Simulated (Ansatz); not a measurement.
# Run report: C₃H₆AlClF₂, molecular dynamics (part 3 of 3)

C₃H₆AlClF₂; UKS BLYP/STO-3G (Ansatz 0.2.0). It belongs to a series of runs on one base structure; here: dynamics from the last frame of an earlier run.

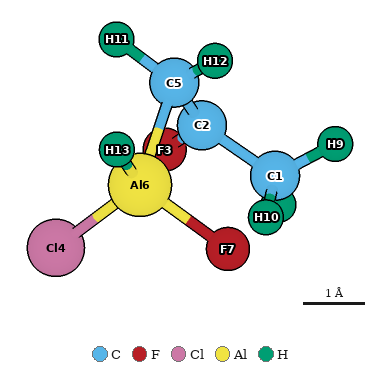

*The geometry at step 81 of the log (ball-and-stick view, seen at a tilt; atoms are numbered from 1 in the order of the input).*

**Trajectory as extended XYZ, continued**
```
13
Properties=species:S:1:pos:R:3:forces:R:3 step=57 time_fs=28.5 energy=-27425.35606 temperature=1163.1
C    -1.2596    0.1283   -1.0410   -1.9857  -1.8909   0.4792
C    -0.6583    0.8417    0.1175   -0.4981   1.2272   1.3875
F    -1.5677    0.8942    1.1465    0.5285   0.3490   0.5700
Cl    0.2563   -1.4939    2.4420   -0.1684   0.1305   0.1432
C     0.7537    1.1674    0.2759    0.7544  -0.4250   0.8979
Al    1.1722   -0.8890    0.6280    0.7532  -0.9278  -0.5945
F     0.4883   -1.7906   -0.6774   -1.0572   0.6335   0.2462
H    -2.4360    0.0840   -0.8931    2.4528   0.1185  -0.6240
H    -0.9255    0.5332   -1.9931   -0.0389   0.2334  -0.8609
H    -0.7473   -1.0302   -0.9454    0.6246   0.8707  -0.1792
H     1.3148    1.7266    1.1693   -1.9261  -0.9207  -2.0456
H     1.1706    1.2959   -0.7480    0.4465   0.2511   0.4439
H     2.6531   -1.1411    0.5077    0.1143   0.3502   0.1363
13
Properties=species:S:1:pos:R:3:forces:R:3 step=60 time_fs=30.0 energy=-27425.02758 temperature=935.3
C    -1.2564    0.1265   -1.0287   -1.4584  -1.5214   0.5367
C    -0.6546    0.8336    0.1332    0.4560   1.1599   0.2803
F    -1.5653    0.8826    1.1269   -0.1057   0.5018   1.6766
Cl    0.2531   -1.4908    2.4324   -0.2085   0.0850   0.2750
C     0.7572    1.1664    0.2670   -0.7456  -0.7577   5.4000
Al    1.1808   -0.8807    0.6349    0.1628  -1.0540  -0.9260
F     0.4718   -1.7894   -0.6764   -0.8126   0.7269   0.6157
H    -2.4028    0.0913   -0.7661    1.9464   0.0951  -1.3535
H    -0.9177    0.5729   -1.9871   -0.5303  -0.3147  -0.1638
H    -0.7613   -1.0499   -0.8987    0.7792   1.0498  -0.5399
H     1.3344    1.7057    1.1799   -2.0757  -0.9610  -2.3661
H     1.1555    1.2478   -0.6691    2.0777   0.7507  -3.5138
H     2.6452   -1.1054    0.5170    0.5148   0.2397   0.0788
13
Properties=species:S:1:pos:R:3:forces:R:3 step=63 time_fs=31.5 energy=-27425.01881 temperature=927.0
C    -1.2556    0.1220   -1.0156    0.1868  -0.8751   0.1410
C    -0.6501    0.8276    0.1494    1.5160   1.0686  -1.0477
F    -1.5631    0.8716    1.1093   -0.8447   0.6766   2.8501
Cl    0.2498   -1.4877    2.4229   -0.2443   0.0398   0.4025
C     0.7596    1.1639    0.2671   -1.3956  -1.2641   4.6583
Al    1.1895   -0.8732    0.6410   -0.2203  -1.2257  -1.2337
F     0.4543   -1.7873   -0.6747   -0.4950   0.8206   0.9394
H    -2.3296    0.1005   -0.6674    0.2454  -0.0437  -1.6150
H    -0.9211    0.6059   -1.9848   -0.9059  -0.7915   0.5132
H    -0.7586   -1.0474   -0.8634    0.8092   0.9623  -0.8145
H     1.3106    1.6653    1.1417   -1.3597  -0.2166  -1.2692
H     1.1822    1.2149   -0.6590    1.9848   0.6912  -3.5657
H     2.6482   -1.0646    0.5282    0.7232   0.1576   0.0413
13
Properties=species:S:1:pos:R:3:forces:R:3 step=66 time_fs=33.0 energy=-27424.98857 temperature=903.1
C    -1.2545    0.1160   -1.0022    2.1942  -0.3075  -0.3878
C    -0.6429    0.8235    0.1637    2.2647   0.9667  -2.2466
F    -1.5617    0.8613    1.0948   -1.4882   0.8423   3.8456
Cl    0.2464   -1.4845    2.4137   -0.2726  -0.0033   0.5213
C     0.7595    1.1591    0.2748   -1.0720  -2.4707  -1.6585
Al    1.1981   -0.8666    0.6462   -0.2356  -1.4316  -1.5164
F     0.4363   -1.7843   -0.6720   -0.1071   0.9010   1.1926
H    -2.2522    0.1087   -0.6024   -2.0292  -0.2463  -1.2933
H    -0.9436    0.6224   -1.9723   -0.9765  -0.9282   0.6516
H    -0.7388   -1.0246   -0.8455    0.7084   0.6368  -0.9572
H     1.2594    1.6219    1.0793    0.4455   1.4860   1.5706
H     1.2482    1.1966   -0.7190   -0.0242   0.4447   0.2431
H     2.6662   -1.0203    0.5402    0.5927   0.1102   0.0351
13
Properties=species:S:1:pos:R:3:forces:R:3 step=69 time_fs=34.5 energy=-27424.62669 temperature=655.5
C    -1.2496    0.1093   -0.9894    2.6816   0.0041  -0.3150
C    -0.6317    0.8211    0.1740    2.1394   0.8178  -3.0122
F    -1.5621    0.8520    1.0848   -1.7431   0.9850   4.3994
Cl    0.2428   -1.4814    2.4047   -0.2890  -0.0417   0.6226
C     0.7575    1.1498    0.2798   -0.5889  -3.2359  -5.5540
Al    1.2065   -0.8613    0.6501    0.0617  -1.6210  -1.7281
F     0.4181   -1.7803   -0.6679    0.3423   0.9376   1.3568
H    -2.2162    0.1115   -0.5654   -2.9275  -0.4487  -1.0098
H    -0.9864    0.6197   -1.9469   -0.7073  -0.6192   0.0966
H    -0.7038   -0.9884   -0.8480    0.5093   0.1240  -0.9421
H     1.2173    1.6100    1.0497    1.7279   2.7126   3.5612
H     1.3151    1.1881   -0.7769   -1.3894   0.3148   2.4786
H     2.6965   -0.9736    0.5531    0.1830   0.0703   0.0460
13
Properties=species:S:1:pos:R:3:forces:R:3 step=72 time_fs=36.0 energy=-27424.82941 temperature=793.1
C    -1.2402    0.1027   -0.9770    0.8485   0.0871   0.6164
C    -0.6169    0.8202    0.1790    0.8676   0.5853  -3.2158
F    -1.5644    0.8438    1.0797   -1.4638   1.1012   4.4077
Cl    0.2390   -1.4782    2.3962   -0.2884  -0.0774   0.7018
C     0.7548    1.1351    0.2758    1.8863  -1.2174  -3.2121
Al    1.2150   -0.8572    0.6527    0.4325  -1.7708  -1.8108
F     0.4004   -1.7752   -0.6622    0.8405   0.8855   1.4255
H    -2.2392    0.1048   -0.5512   -1.4497  -0.6201  -1.2901
H    -1.0443    0.6042   -1.9202   -0.2636   0.0005  -0.8758
H    -0.6580   -0.9497   -0.8704    0.2511  -0.4348  -0.7771
H     1.2075    1.6514    1.0886    0.4284   1.2064   1.1875
H     1.3536    1.1865   -0.7844   -1.7988   0.2458   2.7952
H     2.7306   -0.9255    0.5669   -0.2906   0.0086   0.0477
13
Properties=species:S:1:pos:R:3:forces:R:3 step=75 time_fs=37.5 energy=-27424.97945 temperature=898.5
C    -1.2292    0.0962   -0.9637   -1.2919   0.2279   0.7595
C    -0.6005    0.8204    0.1781   -1.0669   0.3291  -2.8894
F    -1.5684    0.8368    1.0796   -0.7565   1.1854   3.9572
Cl    0.2350   -1.4752    2.3881   -0.2704  -0.1100   0.7476
C     0.7553    1.1183    0.2661    3.6225   1.2019   0.8390
Al    1.2238   -0.8545    0.6538    0.6750  -1.8268  -1.7340
F     0.3836   -1.7691   -0.6549    1.3324   0.7200   1.3910
H    -2.2925    0.0848   -0.5645    0.5907  -0.7009  -1.4350
H    -1.1080    0.5883   -1.9114    0.0755   0.3821  -1.2702
H    -0.6068   -0.9199   -0.9095   -0.0402  -0.7953  -0.4978
H     1.2072    1.7183    1.1530   -0.9068  -0.7862  -1.5471
H     1.3547    1.1903   -0.7340   -1.3360   0.2583   1.6565
H     2.7587   -0.8772    0.5817   -0.6273  -0.0855   0.0226
13
Properties=species:S:1:pos:R:3:forces:R:3 step=78 time_fs=39.0 energy=-27424.86148 temperature=816.2
C    -1.2205    0.0901   -0.9492   -2.3880   0.5426  -0.8269
C    -0.5860    0.8212    0.1722   -2.8374   0.1243  -2.2273
F    -1.5732    0.8312    1.0840    0.1034   1.2263   3.2595
Cl    0.2309   -1.4721    2.3804   -0.2389  -0.1382   0.7577
C     0.7620    1.1034    0.2579    2.8573   2.2397   4.7448
Al    1.2331   -0.8533    0.6535    0.6888  -1.7402  -1.5446
F     0.3683   -1.7622   -0.6461    1.7570   0.4452   1.2634
H    -2.3347    0.0499   -0.6078    1.7415  -0.6656  -1.0428
H    -1.1702    0.5796   -1.9279    0.3339   0.1838  -0.4868
H    -0.5565   -0.9066   -0.9591   -0.3734  -0.7435  -0.1486
H     1.1890    1.7701    1.1871   -1.2183  -1.7488  -2.5592
H     1.3289    1.2000   -0.6507    0.2919   0.4793  -1.1639
H     2.7737   -0.8308    0.5969   -0.7177  -0.2050  -0.0254
13
Properties=species:S:1:pos:R:3:forces:R:3 step=81 time_fs=40.5 energy=-27424.72744 temperature=725.2
C    -1.2159    0.0850   -0.9363   -2.4037   0.6931  -3.0410
C    -0.5766    0.8222    0.1622   -3.9652  -0.0070  -1.4500
F    -1.5779    0.8270    1.0922    0.8642   1.2150   2.5097
Cl    0.2266   -1.4692    2.3732   -0.1996  -0.1628   0.7433
C     0.7738    1.0924    0.2581    0.8801   2.0028   7.1222
Al    1.2430   -0.8535    0.6520    0.4567  -1.5210  -1.3222
F     0.3550   -1.7548   -0.6358    2.0641   0.1100   1.0721
H    -2.3412    0.0008   -0.6730    1.7467  -0.5649  -0.2839
H    -1.2251    0.5746   -1.9544    0.6736  -0.1701   0.5929
H    -0.5143   -0.9088   -1.0119   -0.6865  -0.3470   0.2315
H     1.1457    1.7856    1.1681   -0.8763  -1.7503  -2.2109
H     1.3099    1.2204   -0.5929    1.9800   0.8367  -3.8846
H     2.7737   -0.7888    0.6116   -0.5341  -0.3344  -0.0790
13
Properties=species:S:1:pos:R:3:forces:R:3 step=84 time_fs=42.0 energy=-27424.97167 temperature=891.2
C    -1.2156    0.0811   -0.9288   -1.4182   0.5798  -4.6753
C    -0.5743    0.8232    0.1495   -4.3671  -0.0613  -0.6583
F    -1.5816    0.8242    1.1032    1.4088   1.1533   1.8037
Cl    0.2222   -1.4664    2.3665   -0.1571  -0.1858   0.7198
C     0.7874    1.0849    0.2703    0.5633   0.9927   3.4815
Al    1.2532   -0.8549    0.6494    0.0248  -1.2444  -1.1067
F     0.3441   -1.7473   -0.6243    2.2250  -0.2047   0.8494
H    -2.3119   -0.0605   -0.7441    0.6725  -0.5121   0.5815
H    -1.2654    0.5664   -1.9692    1.0078  -0.2679   1.0655
H    -0.4866   -0.9183   -1.0598   -0.8422   0.1128   0.5869
H     1.0844    1.7655    1.1040    0.0383  -0.4466  -0.2667
H     1.3285    1.2575   -0.6107    0.9672   0.5363  -2.2592
H     2.7626   -0.7540    0.6246   -0.1229  -0.4522  -0.1223
13
Properties=species:S:1:pos:R:3:forces:R:3 step=87 time_fs=43.5 energy=-27424.83011 temperature=794.3
C    -1.2177    0.0782   -0.9297    0.0274   0.3598  -5.1696
C    -0.5797    0.8241    0.1357   -4.0781  -0.0262   0.1460
F    -1.5837    0.8227    1.1162    1.7568   1.0574   1.1597
Cl    0.2177   -1.4637    2.3602   -0.1152  -0.2024   0.6950
C     0.8019    1.0791    0.2884    0.3080  -1.1105  -3.1555
Al    1.2635   -0.8574    0.6460   -0.4637  -0.9771  -0.8998
F     0.3357   -1.7400   -0.6118    2.2384  -0.4328   0.6143
H    -2.2689   -0.1331   -0.8031   -0.8794  -0.5856   1.2372
H    -1.2844    0.5530   -1.9623    1.1689  -0.0380   0.7297
H    -0.4766   -0.9257   -1.0951   -0.7520   0.4030   0.8523
H     1.0245    1.7386    1.0369    1.2401   2.3062   3.0532
H     1.3669    1.3055   -0.6749   -0.8233  -0.2142   0.8867
H     2.7489   -0.7289    0.6350    0.3720  -0.5396  -0.1492
13
Properties=species:S:1:pos:R:3:forces:R:3 step=90 time_fs=45.0 energy=-27424.68065 temperature=692.1
C    -1.2200    0.0760   -0.9396    0.4164  -0.1532  -4.3428
C    -0.5925    0.8250    0.1222   -3.3239   0.1116   0.9543
F    -1.5838    0.8225    1.1306    1.9595   0.9354   0.5751
Cl    0.2131   -1.4611    2.3543   -0.0740  -0.2082   0.6749
C     0.8171    1.0715    0.3015   -0.0859  -1.1474  -5.2215
Al    1.2734   -0.8606    0.6418   -0.7951  -0.7835  -0.6880
F     0.3299   -1.7332   -0.5986    2.1544  -0.5771   0.3907
H    -2.2431   -0.2181   -0.8362   -1.3536  -0.4812   1.3909
H    -1.2786    0.5392   -1.9409    1.0443   0.4411  -0.2855
H    -0.4824   -0.9248   -1.1124   -0.4453   0.4464   0.9679
H     0.9893    1.7573    1.0304    1.2997   2.6936   3.3682
H     1.3894    1.3494   -0.7230   -1.5201  -0.6815   2.3785
H     2.7430   -0.7154    0.6422    0.7236  -0.5960  -0.1626
13
Properties=species:S:1:pos:R:3:forces:R:3 step=93 time_fs=46.5 energy=-27424.95515 temperature=881.1
C    -1.2217    0.0734   -0.9573   -0.7347  -1.0452  -2.7128
C    -0.6112    0.8261    0.1104   -2.3484   0.3348   1.6777
F    -1.5817    0.8232    1.1457    2.0367   0.7910   0.0583
Cl    0.2085   -1.4586    2.3489   -0.0326  -0.2023   0.6596
C     0.8321    1.0623    0.3058   -0.4632   1.8008  -2.4042
Al    1.2826   -0.8644    0.6370   -0.7887  -0.6589  -0.4551
F     0.3265   -1.7270   -0.5850    2.0275  -0.6729   0.1957
H    -2.2437   -0.3124   -0.8402   -0.2812   0.2135   1.0149
H    -1.2508    0.5348   -1.9258    0.6832   0.8695  -1.3794
H    -0.4977   -0.9146   -1.1091   -0.0034   0.2457   0.8988
H     0.9808    1.8280    1.0903    0.5459  -0.2612   0.2388
H     1.3805    1.3792   -0.7222   -1.3787  -0.7801   2.3781
H     2.7522   -0.7147    0.6459    0.7376  -0.6346  -0.1705
13
Properties=species:S:1:pos:R:3:forces:R:3 step=96 time_fs=48.0 energy=-27425.01081 temperature=921.4
C    -1.2247    0.0690   -0.9800   -1.9506  -1.3737  -1.5856
C    -0.6342    0.8278    0.1015   -1.3321   0.5240   2.1384
F    -1.5773    0.8249    1.1609    1.9865   0.6396  -0.3558
Cl    0.2039   -1.4563    2.3438    0.0089  -0.1878   0.6424
C     0.8461    1.0561    0.3057   -1.7292   3.2821   0.6370
Al    1.2913   -0.8688    0.6319   -0.4433  -0.4974  -0.1921
F     0.3254   -1.7216   -0.5711    1.8773  -0.7491   0.0209
H    -2.2504   -0.4017   -0.8228    0.8449   1.1208   0.3594
H    -1.2083    0.5481   -1.9386    0.2754   0.7019  -1.4026
H    -0.5130   -0.8995   -1.0867    0.4733  -0.1316   0.6613
H     0.9846    1.8952    1.1577    0.1292  -2.2518  -1.7830
H     1.3431    1.3929   -0.6723   -0.5497  -0.4183   1.0397
H     2.7766   -0.7276    0.6460    0.4093  -0.6588  -0.1802
13
Properties=species:S:1:pos:R:3:forces:R:3 step=99 time_fs=49.5 energy=-27424.91700 temperature=856.5
C    -1.2311    0.0623   -1.0057   -2.1089  -0.6410  -1.3355
C    -0.6596    0.8304    0.0965   -0.4279   0.5587   2.1525
F    -1.5706    0.8273    1.1756    1.7981   0.4935  -0.6170
Cl    0.1993   -1.4540    2.3391    0.0505  -0.1687   0.6187
C     0.8569    1.0556    0.3068   -3.6305   2.6583   3.5721
Al    1.2996   -0.8736    0.6267    0.0691  -0.2332   0.0871
F     0.3265   -1.7171   -0.5573    1.7106  -0.8411  -0.1511
H    -2.2404   -0.4675   -0.7976    1.0828   1.6520  -0.2692
H    -1.1598    0.5755   -1.9796   -0.1322  -0.1037  -0.2656
H    -0.5182   -0.8872   -1.0502    0.8117  -0.4610   0.3305
H     0.9917    1.9163    1.1891   -0.0082  -2.7666  -2.3057
H     1.2948    1.3986   -0.6024    0.8615   0.5092  -1.6275
H     2.8097   -0.7546    0.6421   -0.0764  -0.6563  -0.1893
13
Properties=species:S:1:pos:R:3:forces:R:3 step=102 time_fs=51.0 energy=-27424.95610 temperature=885.0
C    -1.2412    0.0544   -1.0338   -1.0162   0.4919  -1.0273
C    -0.6858    0.8340    0.0953    0.3250   0.4282   1.6910
F    -1.5619    0.8303    1.1897    1.4669   0.3514  -0.6982
Cl    0.1947   -1.4519    2.3348    0.0933  -0.1488   0.5857
C     0.8612    1.0597    0.3141   -4.7321   1.1837   4.2961
Al    1.3079   -0.8785    0.6215    0.5570   0.1119   0.3815
F     0.3295   -1.7135   -0.5435    1.5321  -0.9762  -0.3362
H    -2.2085   -0.4988   -0.7779    0.4091   1.5763  -0.6831
H    -1.1142    0.6007   -2.0265   -0.5202  -0.8968   0.8242
H    -0.5066   -0.8842   -1.0066    0.7924  -0.4637  -0.0134
H     0.9989    1.8795    1.1726    0.0027  -2.1327  -1.6446
H     1.2640    1.4148   -0.5659    1.5935   1.0916  -3.1837
H     2.8412   -0.7958    0.6342   -0.5036  -0.6168  -0.1921
```

The run was set up as follows.

**Input**
```yaml
crystal:
  periodic: [false, false, false]
  atoms:
    - { symbol: C, position_ang: [-1.161918, 0.156297, -1.251256] }
    - { symbol: C, position_ang: [-0.858208, 0.891122, 0.018765] }
    - { symbol: F, position_ang: [-1.491244, 1.12263, 1.266034] }
    - { symbol: Cl, position_ang: [0.316391, -1.526061, 2.562721] }
    - { symbol: C, position_ang: [0.447073, 1.078594, 0.285859] }
    - { symbol: Al, position_ang: [1.191004, -1.020256, 0.651482] }
    - { symbol: F, position_ang: [0.526841, -1.781327, -0.829469] }
    - { symbol: H, position_ang: [-2.240362, -0.092779, -1.519854] }
    - { symbol: H, position_ang: [-0.959942, 0.700106, -2.195344] }
    - { symbol: H, position_ang: [-0.338519, -0.774321, -1.287025] }
    - { symbol: H, position_ang: [0.984871, 1.448614, 1.246721] }
    - { symbol: H, position_ang: [1.004344, 1.176448, -0.529731] }
    - { symbol: H, position_ang: [2.666236, -0.690308, 0.68681] }
magnetization:
  spin_polarized: true
basis:
  gaussian: { orbitals: STO-3G }
hamiltonian:
  xc: blyp
md:
  timestep: 0.5
  n_steps: 102
  ensemble: nve
  temperature: 300.0
  initial_velocities: maxwell_boltzmann
  seed: 652996
```

Launch command:
```bash
ansatz run input.yaml --threads 1 --pin off --max-ram 2048MiB --backend cpu --events-out ev --progress --plain --runs-dir out
```

**Summary**

| quantity | value |
| --- | --- |
| outcome | finished |
| mean temperature over the second half | 888 K |
| trajectory | 102 steps, 51 fs |
| ensemble | nve |
| temperature in the input | 300.0 K |
| time step | 0.5 fs |
| potential energy (last step) | −27424.9564 eV |
| mean-field energy (last step) | −27424.9564 eV |
| largest force (length of the vector) (last step) | 6.500 eV/Å |
| hardware | 1 thread of Arm Neoverse V2, 24 GiB of memory available, shared host |
| wall time | 8 min |
| peak memory | 0.13 GiB |

So short a trajectory is not equilibrated.
